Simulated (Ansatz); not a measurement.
# Quasi-harmonic thermodynamics of ScAl3 (Pm-3m), part 2 of 3

Aim: the lattice, expansion, heat capacity and bulk modulus of ScAl3 as it warms. The starting cell is a computed one from a database.

Ansatz 0.2.0; DFT PBEsol, scalar-relativistic, plane waves, PAW; PAW set soft_1.

So far. Step 2 (A first coarse run): The start is under -0.89 GPa at this level and looks like a metal on this mesh. The relaxed cell has a = 4.071 Å (conventional setting).

### Step 4. Relaxing to small residual forces and stress

The thresholds are tightened for a last relaxation ahead of the phonons, and where mesh or smearing change with them the cell follows.

input.yaml reads:

```yaml
crystal:
  lattice:
    - [4.0712516064, 0.0, 0.0]
    - [0.0, 4.0712516064, 0.0]
    - [0.0, 0.0, 4.0712516064]
  atoms:
    - { symbol: Sc, position: [0.0, 0.0, 0.0] }
    - { symbol: Al, position: [0.5, 0.0, 0.5] }
    - { symbol: Al, position: [0.0, 0.5, 0.5] }
    - { symbol: Al, position: [0.5, 0.5, 0.0] }
kpoints:
  mp_grid: { grid: [10, 10, 10] }
hamiltonian:
  xc: pbesol
  pseudopotentials: { kind: paw, azcp: { folder: soft_1 }, xc_functional: pbe }
scf:
  occupations: { method: methfessel_paxton, width: 0.2 }
  lower_state_search: "off"
output:
  forces: true
  stress: true
  eigenvalues: true
  write_density: true
  write_potential: true
  elf: true
  volumetric_format: npy
relax:
  adjacent_minimum: "off"
  f_tol: 0.001
  max_steps: 60
  cell: { stress_tol: 0.01 }
```

Started as:

```console
ansatz run input.yaml --threads 8 --pin off --max-ram 16384MiB --backend cpu --events-out ev --progress --plain --runs-dir out
```

Numbers of over 12 decimals in the logs are rounded to 6 here.

What it wrote:

```text
[...]
Crystal: 4 atoms, lattice volume = 67.481 Å³
Basis set: ecut = 420 eV, 1357 PW (Γ), exchange–correlation on 60×60×60 points (8 copies of the dense FFT grid, shifted against one another)
Bands: 14, of which v1, the nominal top of the filled ones, is band 10 counted from 1 (9 counted from 0)
Symmetry: 48 space group operations
[...]
k-points: 56 of 1000
[...]
SCF iter   1: F=—  HF=-3687.267396 eV  |F-HF|=—  |Δ(HF+E_count)|=         —  Δρ=2.63e-2  dr2=9.33e-1  ethr=3.10e-3  ⟨swp⟩=5.2  Hψ=4089  notcnv=0
[...]
SCF iter   7: F=-3686.906863 eV  HF=-3686.906863 eV  |F-HF|=1.95e-10  |Δ(HF+E_count)|=   3.44e-9  S|Δr|=    0.00e0  Δρ=2.03e-6  dr2=1.95e-9  ethr=5.00e-10  ⟨swp⟩=7.4  Hψ=4511  notcnv=0
SCF 1 converged in 7 iterations: F = -3686.906863 eV  dr2 = 1.95e-9
[...]
relax step   1: F+E_penalty+E_count = -3686.90686303 eV  Δ(F+E_penalty+E_count) = +0.000e0 eV  max|allowed force component| = 7.272e-31 eV/Å  Δτ_max = 0.0000 Å  P = -0.019 GPa  Ω = 67.481 Å³  (7 SCF iters, dr2 threshold 1.00e-7 eV, accepted)
Crystal: 4 atoms, lattice volume = 67.458 Å³
[...]
SCF iter   4: F=-3686.906867 eV  HF=-3686.906867 eV  |F-HF|=1.32e-10  |Δ(HF+E_count)|=   4.11e-9  S|Δr|=    0.00e0  Δρ=6.00e-7  dr2=2.32e-10  ethr=4.48e-12  ⟨swp⟩=4.1  Hψ=3568  notcnv=0
SCF 2 converged in 4 iterations: F = -3686.906867 eV  dr2 = 2.32e-10
relax step   2: F+E_penalty+E_count = -3686.90686679 eV  Δ(F+E_penalty+E_count) = -3.759e-6 eV  max|allowed force component| = 1.171e-31 eV/Å  Δτ_max = 0.0000 Å  P = +0.012 GPa  Ω = 67.458 Å³  energy of the carried Pulay correction = +3.292e-6 eV  (4 SCF iters, dr2 threshold 8.95e-10 eV, accepted)
Crystal: 4 atoms, lattice volume = 67.467 Å³
[...]
SCF iter   4: F=-3686.906866 eV  HF=-3686.906866 eV  |F-HF|=1.05e-11  |Δ(HF+E_count)|=  3.93e-10  S|Δr|=    0.00e0  Δρ=1.75e-7  dr2=2.03e-11  ethr=1.94e-12  ⟨swp⟩=5.1  Hψ=3082  notcnv=0
SCF 3 converged in 4 iterations: F = -3686.906866 eV  dr2 = 2.03e-11
relax step   3: F+E_penalty+E_count = -3686.90686584 eV  Δ(F+E_penalty+E_count) = +9.518e-7 eV  max|allowed force component| = 4.211e-31 eV/Å  Δτ_max = 0.0000 Å  P = -0.000 GPa  Ω = 67.467 Å³  energy of the carried Pulay correction = +1.986e-6 eV  (4 SCF iters, dr2 threshold 3.87e-10 eV, accepted)
[...]
SCF iter   1: F=—  HF=-3686.906861 eV  |F-HF|=—  |Δ(HF+E_count)|=         —  Δρ=7.21e-7  dr2=3.09e-10  ethr=9.10e-8  ⟨swp⟩=2.9  Hψ=6361  notcnv=0
eigensolver tolerance schedule: the retry pair's looser diagonalisation over-reported the residual by 58900.34 of it (diagonalisation noise at an unbounded share of the residual, at the tolerance the schedule requests for it); recorded, not acted on — ethr = c·dr2/N_el stays at c = 1.0e-1
SCF iter   2: F=—  HF=-3686.906863 eV  |F-HF|=—  |Δ(HF+E_count)|=   1.72e-6  S|Δr|=    0.00e0  Δρ=4.50e-7  dr2=1.40e-10  ethr=1.55e-12  ⟨swp⟩=3.3  Hψ=1680  notcnv=0
[...]
SCF iter   5: F=-3686.906863 eV  HF=-3686.906863 eV  |F-HF|=0.00e0  |Δ(HF+E_count)|=  1.82e-12  S|Δr|=    0.00e0  Δρ=1.25e-8  dr2=1.25e-13  ethr=1.00e-12  ⟨swp⟩=4.0  Hψ=2497  notcnv=0
SCF 4 converged in 5 iterations: F = -3686.906863 eV  dr2 = 1.25e-13
relax step   4: F+E_penalty+E_count = -3686.90686264 eV  Δ(F+E_penalty+E_count) = +3.198e-6 eV  max|allowed force component| = 4.314e-31 eV/Å  Δτ_max = 0.0000 Å  P = -0.000 GPa  Ω = 67.467 Å³  stress off target by 8.82e-5 GPa  SCF on the basis re-selected at this cell (its energy is not comparable with the rows above)  (5 SCF iters)
[...]
SCF converged after 5 iterations
Stability not checked: this state was not tested for a lower state beside it, because cold or Methfessel-Paxton smearing, or corrected tetrahedra, fill the levels in a way that the test cannot read (fill_not_monotonic; see scf.lower_state_search)
Free energy (F): -3686.906863 eV
[...]
Internal energy: -3686.908488 eV  (E = F + TS)
E sigma→0 (E₀):  -3686.907269 eV
Entropy (-TS):   0.001626 eV (0.406 meV/atom)
Fermi energy:    9.267772 eV
[...]
--- Stress (GPa, compression-positive) ---
       -0.000088      -0.000000      -0.000000
       -0.000000      -0.000088      -0.000000
       -0.000000      -0.000000      -0.000088
  P = ⅓ Tr σ = -0.0001 GPa (-0.001 kbar)
--- Band table (eV; the first three rows and the last of 56) ---
  k-point 0: bands = [... 6 lower, 6.6145, 7.4451, 7.4451, 7.4451, 10.4705, 10.5585, 10.5585, 10.5585]
  k-point 1: bands = [... 6 lower, 6.6868, 7.4552, 7.4552, 7.9591, 10.5046, 10.5046, 10.5882, 10.8632]
  k-point 2: bands = [... 6 lower, 6.8969, 7.4793, 7.4793, 8.5854, 10.3923, 10.3923, 10.6689, 11.6758]
  k-point 55: bands = [... 6 lower, 4.4444, 4.7378, 6.2971, 6.2971, 6.2971, 10.1996, 11.8911, 11.8911]
--- Relaxed structure (3 steps of the walk, 3 accepted, 1 SCFs on fresh bases) ---
[...]
cell:  # Å, volume = 67.4675 Å³
    - [4.070972, 0, 0]
    - [0, 4.070972, 0.0]
    - [0, 0.0, 4.070972]
  atoms:
    - { symbol: Sc, position: [0, 0, 0] }
    - { symbol: Al, position: [0.5, 0, 0.5] }
    - { symbol: Al, position: [0, 0.5, 0.5] }
    - { symbol: Al, position: [0.5, 0.5, 0] }
```

The job ended after 1.9 s (8 threads of Arm Neoverse V2, shared host; peak memory 0.44 GiB).

Little changed from the start: no atom moved by 0.005 Å and no cell edge by 0.1 %.

Numbers from this step:

```
pressure : -8.82e-5 GPa
```

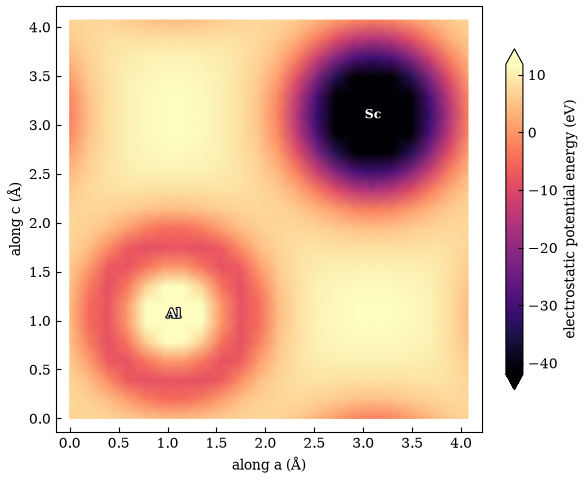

Electrostatic potential energy in the ac plane at fractional y = 0.000, with atoms of Sc and Al within 0.2 Å of it. With pseudopotentials it is smooth inside the atoms' cores, unlike the true potential. The map starts off the cell's origin, so that atoms lie inside it.

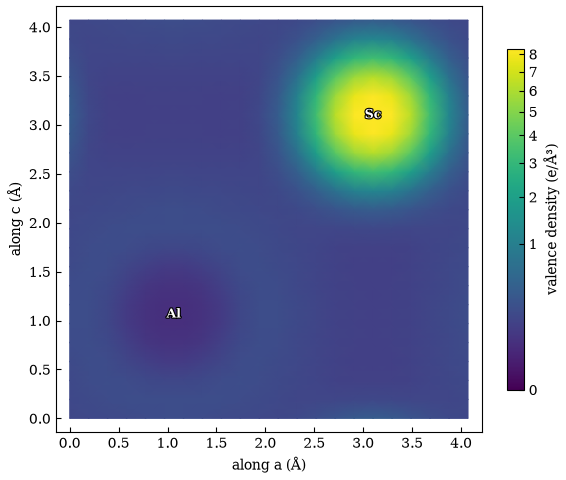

Valence density in the ac plane at fractional y = 0.000, with atoms of Sc and Al within 0.2 Å of it. It is the smooth field of the valence electrons, not physical close to the nuclei. The map starts off the cell's origin, so that atoms lie inside it. The colour scale is stretched toward low values.

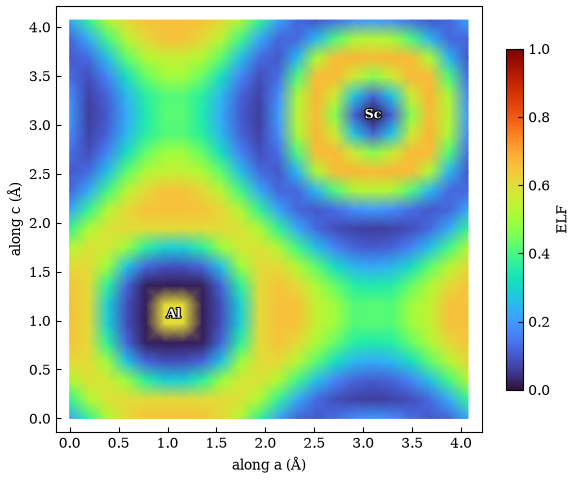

ELF in the ac plane at fractional y = 0.000, with atoms of Sc and Al within 0.2 Å of it. It is the smooth field of the valence electrons, not physical close to the nuclei. The map starts off the cell's origin, so that atoms lie inside it.

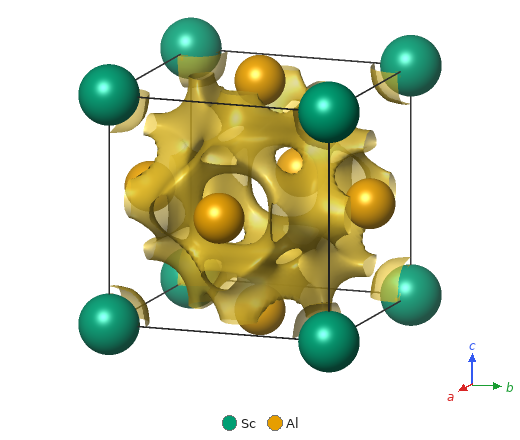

Surface of ELF = 0.64.

The residual pressure is -8.8e-5 GPa, small enough for phonons.

(Continued in part 3 of 3.)

[Logs are printed without paths, hosts, clocks, repeated set-up lines and the standing remarks that a program may print on its own settings, such as how far it seeks lower states.]

[Hosts, paths, dates, database ids (printed as entryN), source tags and the programs' standing remarks are cut or masked in the printed files.]

[A step with changed settings may run another functional than the one named; its input shows which.]
